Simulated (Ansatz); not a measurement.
Run report: SnH5ClO2, geometry relaxation

System: SnH5ClO2.
Method: RKS BHLYP-D4/def2-SVP (Ansatz 0.2.0).

It belongs to a series of runs on one base structure; here: end point B relaxed. Figures and captions count atoms from 1; the log counts them from 0 in places.

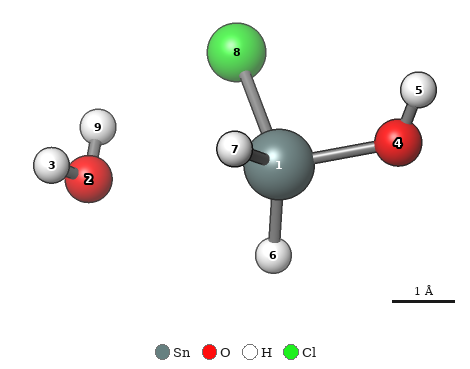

**Figure 1.** The input geometry (ball-and-stick view, seen at a tilt; atoms are numbered from 1 in the order of the input). Sticks mark near contacts.

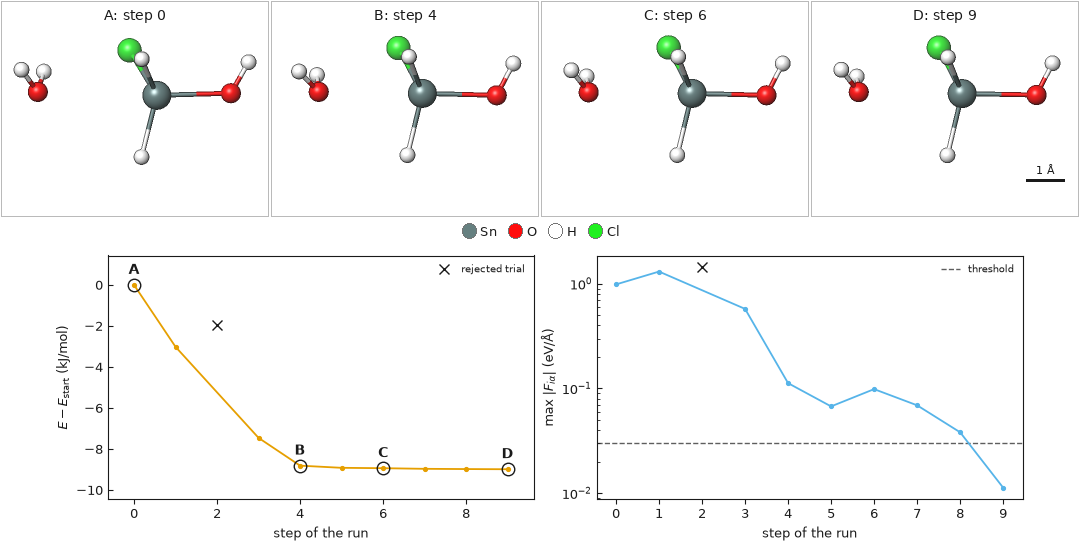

**Figure 2.** Frames of the relaxation (ball-and-stick view, seen at a tilt) above the curves, on which the letters mark them (the first geometry is step 0 here and step 1 in the log).

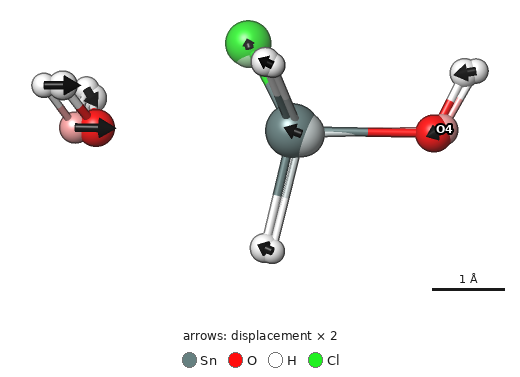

**Figure 3.** Start (faint) and end (solid) with the displacements as black arrows, magnified 2 times (ball-and-stick view, seen at a tilt). The two geometries are laid on each other by the best rigid fit. The largest move after the best rigid fit is that of O2, 0.29 Å. Largest moves by element: O 0.29 Å, H 0.26 Å, Sn 0.13 Å, Cl 0.08 Å. Among the contacts that change: O2–H9 0.978 → 0.960 Å, Sn1–Cl8 2.400 → 2.385 Å, Sn1–H7 1.689 → 1.696 Å, O2–H3 0.950 → 0.956 Å. Among the angles that change: Sn1–O4–H5 121.8° → 115.9°, O4–Sn1–H6 105.1° → 101.8°. Over 9 geometry steps the energy falls by 8.98 kJ/mol. The largest force component goes from 0.99 to 0.011 eV/Å. The line search rejected the trial step at point 2 (counted from 0) and went back. (Atoms are counted from 1 in the order of the input.)

The input that produced these results follows, with the program's output.

The input:
```yaml
crystal:
  periodic: [false, false, false]
  atoms:
    - { symbol: Sn, position_ang: [0.448876, 0.086398, -0.246809] }
    - { symbol: O, position_ang: [-0.963957, 0.649631, 2.513732] }
    - { symbol: H, position_ang: [-1.061523, -0.087151, 3.104898] }
    - { symbol: O, position_ang: [1.538188, -0.096753, -1.876665] }
    - { symbol: H, position_ang: [2.423549, -0.455223, -1.85209] }
    - { symbol: H, position_ang: [-0.860772, 1.045279, -0.698538] }
    - { symbol: H, position_ang: [0.266485, -1.458439, 0.411566] }
    - { symbol: Cl, position_ang: [1.932633, 1.293064, 1.202385] }
    - { symbol: H, position_ang: [-0.099878, 1.045793, 2.742822] }
basis:
  gaussian: { orbitals: def2-SVP }
hamiltonian:
  xc: { name: BHLYP }
  dispersion: d4
relax:
  f_tol: 0.03
  max_steps: 50
```

Launched with:
```bash
ansatz run input.yaml --threads 2 --pin off --max-ram 3072MiB --backend cpu --events-out ev --progress --plain --runs-dir out
```

Output:
```
The last accepted step is kept in [file] (removed where the run ends without a failure and the disk answers)
Engine: ansatz 0.2.0, x86_64-unknown-linux-gnu
Functional definition: BHLYP
  parameter a = 0.5
  exchange = (1 - a)*b88_x + a*exact_x
  correlation = lyp_c
1093 factors; integrals over basis functions are off by at most 5.2e-4 eV
mean field evaluation 1: about -22512.8467 eV, gradient 6.0e1 eV
mean field evaluation 2: about -22508.0395 eV, gradient 7.9e1 eV
mean field evaluation 4: about -22519.3850 eV, gradient 2.9e0 eV
mean field evaluation 8: about -22519.4010 eV, gradient 1.4e-1 eV
mean field -22519.40111215 eV, -827.5727266730 hartree, gradient 7.1e-5 eV, S^2 0.000000; 0 other end points of the search recorded, 0 dependent functions left out
the calculation of the forces begins
reference -22519.40128601 eV, -827.5727330623 hartree; 30, 30 occupied and 67, 67 virtual orbitals, 1093 factors
relax step   1: F+E_penalty+E_count = -22519.64074836 eV  Δ(F+E_penalty+E_count) = +0.000e0 eV  max|allowed force component| = 9.852e-1 eV/Å  Δτ_max = 0.0000 Å  (25 SCF iters, accepted)
these checks for a lower state are left out or cut short: starts, cluster_reference, orbital_swaps, neighbouring_geometries, increment
1093 factors; integrals over basis functions are off by at most 5.3e-4 eV
mean field evaluation 16: about -22519.1190 eV, gradient 1.1e1 eV
mean field -22519.42725369 eV, -827.5736873569 hartree, gradient 1.1e-5 eV, S^2 0.000000; 0 other end points of the search recorded, 0 dependent functions left out
the calculation of the forces begins
reference -22519.42742778 eV, -827.5736937546 hartree; 30, 30 occupied and 67, 67 virtual orbitals, 1093 factors
relax step   2: F+E_penalty+E_count = -22519.67201800 eV  Δ(F+E_penalty+E_count) = -3.127e-2 eV  max|allowed force component| = 1.307e0 eV/Å  Δτ_max = 0.1955 Å  (29 SCF iters, accepted)
these checks for a lower state are left out or cut short: starts, cluster_reference, orbital_swaps, neighbouring_geometries, increment
1093 factors; integrals over basis functions are off by at most 6.0e-4 eV
mean field -22519.41427973 eV, -827.5732105729 hartree, gradient 9.2e-6 eV, S^2 0.000000; 0 other end points of the search recorded, 0 dependent functions left out
the calculation of the forces begins
reference -22519.41445148 eV, -827.5732168847 hartree; 30, 30 occupied and 67, 67 virtual orbitals, 1093 factors
relax step   3: F+E_penalty+E_count = -22519.66107685 eV  Δ(F+E_penalty+E_count) = +1.094e-2 eV  max|allowed force component| = 1.459e0 eV/Å  Δτ_max = 0.1941 Å  (29 SCF iters, rejected (line search))
these checks for a lower state are left out or cut short: starts, cluster_reference, orbital_swaps, neighbouring_geometries, increment
1093 factors; integrals over basis functions are off by at most 4.6e-4 eV
mean field evaluation 32: about -22519.4714 eV, gradient 5.5e-2 eV
mean field -22519.47143077 eV, -827.5753108350 hartree, gradient 2.0e-5 eV, S^2 0.000000; 0 other end points of the search recorded, 0 dependent functions left out
the calculation of the forces begins
reference -22519.47160384 eV, -827.5753171949 hartree; 30, 30 occupied and 67, 67 virtual orbitals, 1093 factors
relax step   4: F+E_penalty+E_count = -22519.71799700 eV  Δ(F+E_penalty+E_count) = -4.598e-2 eV  max|allowed force component| = 5.753e-1 eV/Å  Δτ_max = 0.0970 Å  (28 SCF iters, accepted)
these checks for a lower state are left out or cut short: starts, cluster_reference, orbital_swaps, neighbouring_geometries, increment
1093 factors; integrals over basis functions are off by at most 4.1e-4 eV
mean field -22519.48370466 eV, -827.5757618921 hartree, gradient 1.9e-5 eV, S^2 0.000000; 0 other end points of the search recorded, 0 dependent functions left out
the calculation of the forces begins
reference -22519.48387688 eV, -827.5757682208 hartree; 30, 30 occupied and 67, 67 virtual orbitals, 1093 factors
relax step   5: F+E_penalty+E_count = -22519.73202967 eV  Δ(F+E_penalty+E_count) = -1.403e-2 eV  max|allowed force component| = 1.124e-1 eV/Å  Δτ_max = 0.0968 Å  (28 SCF iters, accepted)
these checks for a lower state are left out or cut short: starts, cluster_reference, orbital_swaps, neighbouring_geometries, increment
1093 factors; integrals over basis functions are off by at most 4.0e-4 eV
mean field -22519.48463926 eV, -827.5757962380 hartree, gradient 2.0e-5 eV, S^2 0.000000; 0 other end points of the search recorded, 0 dependent functions left out
the calculation of the forces begins
reference -22519.48481114 eV, -827.5758025543 hartree; 30, 30 occupied and 67, 67 virtual orbitals, 1093 factors
relax step   6: F+E_penalty+E_count = -22519.73312066 eV  Δ(F+E_penalty+E_count) = -1.091e-3 eV  max|allowed force component| = 6.743e-2 eV/Å  Δτ_max = 0.0331 Å  (28 SCF iters, accepted)
these checks for a lower state are left out or cut short: starts, cluster_reference, orbital_swaps, neighbouring_geometries, increment
1093 factors; integrals over basis functions are off by at most 4.0e-4 eV
mean field -22519.48479827 eV, -827.5758020815 hartree, gradient 2.0e-5 eV, S^2 0.000000; 0 other end points of the search recorded, 0 dependent functions left out
the calculation of the forces begins
reference -22519.48496997 eV, -827.5758083912 hartree; 30, 30 occupied and 67, 67 virtual orbitals, 1093 factors
relax step   7: F+E_penalty+E_count = -22519.73331418 eV  Δ(F+E_penalty+E_count) = -1.935e-4 eV  max|allowed force component| = 9.857e-2 eV/Å  Δτ_max = 0.0386 Å  (28 SCF iters, accepted)
these checks for a lower state are left out or cut short: starts, cluster_reference, orbital_swaps, neighbouring_geometries, increment
1093 factors; integrals over basis functions are off by at most 4.0e-4 eV
mean field evaluation 64: about -22519.4851 eV, gradient 7.2e-6 eV
mean field -22519.48514621 eV, -827.5758148678 hartree, gradient 7.2e-6 eV, S^2 0.000000; 0 other end points of the search recorded, 0 dependent functions left out
the calculation of the forces begins
reference -22519.48531793 eV, -827.5758211785 hartree; 30, 30 occupied and 67, 67 virtual orbitals, 1093 factors
relax step   8: F+E_penalty+E_count = -22519.73363029 eV  Δ(F+E_penalty+E_count) = -3.161e-4 eV  max|allowed force component| = 6.907e-2 eV/Å  Δτ_max = 0.0133 Å  (29 SCF iters, accepted)
these checks for a lower state are left out or cut short: starts, cluster_reference, orbital_swaps, neighbouring_geometries, increment
1093 factors; integrals over basis functions are off by at most 4.0e-4 eV
mean field -22519.48525306 eV, -827.5758187948 hartree, gradient 1.4e-5 eV, S^2 0.000000; 0 other end points of the search recorded, 0 dependent functions left out
the calculation of the forces begins
reference -22519.48542476 eV, -827.5758251043 hartree; 30, 30 occupied and 67, 67 virtual orbitals, 1093 factors
relax step   9: F+E_penalty+E_count = -22519.73375115 eV  Δ(F+E_penalty+E_count) = -1.209e-4 eV  max|allowed force component| = 3.817e-2 eV/Å  Δτ_max = 0.0040 Å  (23 SCF iters, accepted)
these checks for a lower state are left out or cut short: starts, cluster_reference, orbital_swaps, neighbouring_geometries, increment
1093 factors; integrals over basis functions are off by at most 4.1e-4 eV
mean field -22519.48525316 eV, -827.5758187982 hartree, gradient 1.1e-5 eV, S^2 0.000000; 0 other end points of the search recorded, 0 dependent functions left out
the calculation of the forces begins
reference -22519.48542483 eV, -827.5758251069 hartree; 30, 30 occupied and 67, 67 virtual orbitals, 1093 factors
relax step  10: F+E_penalty+E_count = -22519.73383976 eV  Δ(F+E_penalty+E_count) = -8.861e-5 eV  max|allowed force component| = 1.130e-2 eV/Å  Δτ_max = 0.0082 Å  (24 SCF iters, accepted)
1093 factors; integrals over basis functions are off by at most 4.1e-4 eV
mean field -22519.48525316 eV, -827.5758187982 hartree, gradient 1.1e-5 eV, S^2 0.000000; 1 other end points of the search recorded, 0 dependent functions left out
the calculation of the forces begins
reference -22519.48542483 eV, -827.5758251069 hartree; 30, 30 occupied and 67, 67 virtual orbitals, 1093 factors
Total energy: -22519.73401143 eV, -827.5849604962 hartree
Atom 0 at     0.429719     0.097490    -0.114227 Å, force    -0.003821    -0.002669    -0.000012 eV/Å
Atom 1 at    -0.846638     0.572244     2.257458 Å, force     0.002153     0.011297    -0.010175 eV/Å
Atom 2 at    -0.945967    -0.148589     2.877539 Å, force     0.004921    -0.002787     0.006777 eV/Å
Atom 3 at     1.431121    -0.085033    -1.805624 Å, force     0.001125     0.000257    -0.005273 eV/Å
Atom 4 at     2.319706    -0.425882    -1.730282 Å, force    -0.001183     0.001118     0.002663 eV/Å
Atom 5 at    -0.856961     1.077894    -0.578561 Å, force     0.000651    -0.000136    -0.000463 eV/Å
Atom 6 at     0.252469    -1.463459     0.524344 Å, force    -0.000642     0.000011     0.001800 eV/Å
Atom 7 at     1.983098     1.279002     1.256886 Å, force     0.003042     0.001439     0.002467 eV/Å
Atom 8 at    -0.142945     1.118933     2.613767 Å, force    -0.006247    -0.008532     0.002216 eV/Å
Dipole moment:    -0.253533    -0.397377     0.575783 e Å
```

Trajectory as extended XYZ (Å, eV, eV/Å), 10 frames, from step=1 to step=10:
```
9
Properties=species:S:1:pos:R:3:forces:R:3 step=1 energy=-22519.64075
Sn    0.4489    0.0864   -0.2468    0.4598   0.1349   0.1677
O    -0.9640    0.6496    2.5137    0.9852   0.5981  -0.2125
H    -1.0615   -0.0872    3.1049   -0.0027  -0.2494   0.2223
O     1.5382   -0.0968   -1.8767   -0.1843   0.0706  -0.1786
H     2.4235   -0.4552   -1.8521   -0.1281   0.0298   0.2270
H    -0.8608    1.0453   -0.6985    0.0513  -0.0102  -0.0020
H     0.2665   -1.4584    0.4116   -0.0717  -0.0518   0.0948
Cl    1.9326    1.2931    1.2024   -0.2495  -0.1399  -0.0810
H    -0.0999    1.0458    2.7428   -0.8599  -0.3821  -0.2376
9
Properties=species:S:1:pos:R:3:forces:R:3 step=2 energy=-22519.67202
Sn    0.4655    0.0882   -0.2077   -0.2297  -0.1270   0.2197
O    -0.8680    0.5671    2.3648    0.7767  -0.0258   1.3070
H    -1.0503   -0.0597    3.0876    0.0203   0.4619  -0.8119
O     1.4943   -0.0875   -1.8717    0.0717   0.0174  -0.1414
H     2.3825   -0.4345   -1.8244   -0.0388   0.0025   0.0787
H    -0.8351    1.0470   -0.6794   -0.0101   0.0252   0.0108
H     0.2414   -1.4551    0.4610    0.0436   0.0123  -0.0448
Cl    1.8968    1.2862    1.2522    0.2158   0.0966   0.0152
H    -0.1034    1.0709    2.7188   -0.8496  -0.4631  -0.6334
9
Properties=species:S:1:pos:R:3:forces:R:3 step=3 energy=-22519.66108 accepted=F
Sn    0.4582    0.1049   -0.1297   -0.2882  -0.0413  -0.0333
O    -0.9336    0.5958    2.3018    1.3457  -0.6953   1.4592
H    -0.9363   -0.1375    2.9659   -0.1683   1.0966  -1.1354
O     1.4603   -0.0624   -1.8127    0.1835  -0.0544  -0.0885
H     2.3258   -0.4689   -1.7802   -0.1252   0.0536   0.0465
H    -0.8407    1.0739   -0.5895    0.0397   0.0103   0.0009
H     0.2450   -1.4451    0.5220    0.0703  -0.0160   0.0041
Cl    1.9354    1.3049    1.2981    0.0714   0.0072   0.0458
H    -0.0905    1.0569    2.5257   -1.1290  -0.3607  -0.2993
9
Properties=species:S:1:pos:R:3:forces:R:3 step=4 energy=-22519.71800
Sn    0.4495    0.0946   -0.1559   -0.0482  -0.0508   0.0545
O    -0.8546    0.5695    2.3139    0.3747  -0.0124   0.5753
H    -1.0287   -0.0876    2.9973    0.0103   0.2172  -0.3766
O     1.4697   -0.0628   -1.8345    0.0397  -0.0151  -0.0676
H     2.3410   -0.4515   -1.7851   -0.0565   0.0250   0.0507
H    -0.8508    1.0519   -0.6322    0.0004   0.0165   0.0382
H     0.2643   -1.4684    0.4753    0.0152   0.0151   0.0133
Cl    1.9475    1.2929    1.2523    0.0513   0.0208   0.0135
H    -0.1143    1.0840    2.6703   -0.3869  -0.2162  -0.3013
9
Properties=species:S:1:pos:R:3:forces:R:3 step=5 energy=-22519.73203
Sn    0.4356    0.0915   -0.1187    0.0361   0.0313  -0.0128
O    -0.8379    0.5785    2.2621   -0.0041  -0.0825   0.1124
H    -1.0057   -0.1109    2.9062    0.0154   0.0699  -0.0980
O     1.4429   -0.0588   -1.8106    0.0355  -0.0414  -0.0019
H     2.3168   -0.4418   -1.7533   -0.0713   0.0367   0.0204
H    -0.8626    1.0587   -0.5791    0.0052  -0.0037   0.0018
H     0.2762   -1.4759    0.5075   -0.0020   0.0003   0.0123
Cl    1.9730    1.2871    1.2606    0.0058  -0.0098  -0.0040
H    -0.1146    1.0941    2.6267   -0.0207  -0.0008  -0.0303
9
Properties=species:S:1:pos:R:3:forces:R:3 step=6 energy=-22519.73312
Sn    0.4356    0.0961   -0.1115    0.0114   0.0067  -0.0061
O    -0.8439    0.5730    2.2536   -0.0387  -0.0674   0.0349
H    -0.9816   -0.1279    2.8912    0.0243   0.0557  -0.0548
O     1.4339   -0.0646   -1.8070    0.0439  -0.0310  -0.0038
H     2.3105   -0.4400   -1.7449   -0.0479   0.0258   0.0050
H    -0.8590    1.0673   -0.5718    0.0015   0.0047  -0.0005
H     0.2734   -1.4694    0.5196    0.0004  -0.0001   0.0035
Cl    1.9834    1.2831    1.2645   -0.0120  -0.0080  -0.0054
H    -0.1287    1.1051    2.6076    0.0172   0.0137   0.0272
9
Properties=species:S:1:pos:R:3:forces:R:3 step=7 energy=-22519.73331
Sn    0.4331    0.0958   -0.1122    0.0063   0.0270   0.0207
O    -0.8478    0.5819    2.2577   -0.0698  -0.0986  -0.0196
H    -0.9571   -0.1472    2.8684    0.0344   0.0802  -0.0240
O     1.4291   -0.0766   -1.8072    0.0395  -0.0188  -0.0079
H     2.3126   -0.4333   -1.7386   -0.0293   0.0148  -0.0011
H    -0.8574    1.0721   -0.5732   -0.0022   0.0002  -0.0025
H     0.2676   -1.4674    0.5243   -0.0095   0.0008   0.0076
Cl    1.9848    1.2775    1.2635   -0.0068  -0.0081  -0.0140
H    -0.1412    1.1198    2.6186    0.0374   0.0024   0.0407
9
Properties=species:S:1:pos:R:3:forces:R:3 step=8 energy=-22519.73363
Sn    0.4336    0.0973   -0.1150   -0.0086   0.0027   0.0257
O    -0.8467    0.5719    2.2572   -0.0338  -0.0571   0.0231
H    -0.9554   -0.1459    2.8815    0.0279   0.0691  -0.0435
O     1.4314   -0.0788   -1.8085    0.0282  -0.0138  -0.0095
H     2.3158   -0.4324   -1.7386   -0.0205   0.0100   0.0015
H    -0.8551    1.0760   -0.5765   -0.0014   0.0014  -0.0023
H     0.2605   -1.4631    0.5264    0.0002  -0.0009  -0.0078
Cl    1.9834    1.2787    1.2610    0.0025   0.0013  -0.0061
H    -0.1439    1.1190    2.6138    0.0056  -0.0127   0.0189
9
Properties=species:S:1:pos:R:3:forces:R:3 step=9 energy=-22519.73375
Sn    0.4323    0.0974   -0.1145   -0.0094   0.0000   0.0083
O    -0.8481    0.5728    2.2582   -0.0103  -0.0271   0.0088
H    -0.9530   -0.1461    2.8809    0.0172   0.0382  -0.0225
O     1.4317   -0.0807   -1.8071    0.0151  -0.0075  -0.0081
H     2.3174   -0.4302   -1.7357   -0.0116   0.0059   0.0030
H    -0.8559    1.0764   -0.5771    0.0004   0.0005  -0.0010
H     0.2577   -1.4635    0.5250    0.0005  -0.0001  -0.0017
Cl    1.9831    1.2796    1.2592    0.0018   0.0008   0.0007
H    -0.1415    1.1169    2.6123   -0.0036  -0.0107   0.0124
9
Properties=species:S:1:pos:R:3:forces:R:3 step=10 energy=-22519.73384
Sn    0.4297    0.0975   -0.1142   -0.0038  -0.0027   0.0000
O    -0.8466    0.5722    2.2575    0.0022   0.0113  -0.0102
H    -0.9460   -0.1486    2.8775    0.0049  -0.0028   0.0068
O     1.4311   -0.0850   -1.8056    0.0011   0.0003  -0.0053
H     2.3197   -0.4259   -1.7303   -0.0012   0.0011   0.0027
H    -0.8570    1.0779   -0.5786    0.0007  -0.0001  -0.0005
H     0.2525   -1.4635    0.5243   -0.0006   0.0000   0.0018
Cl    1.9831    1.2790    1.2569    0.0030   0.0014   0.0025
H    -0.1429    1.1189    2.6138   -0.0062  -0.0085   0.0022
```

Key numbers:

| quantity | value |
| --- | --- |
| outcome | converged |
| total energy | −22519.7340 eV |
| mean-field energy | −22519.4854 eV |
| largest force (length of the vector) at the end | 0.015 eV/Å |
| hardware | 2 threads of Intel Xeon (Granite Rapids), 32 GiB of memory available, shared host |
| wall time | 18 s (CPU time 34 s) |
| peak memory | 0.24 GiB |
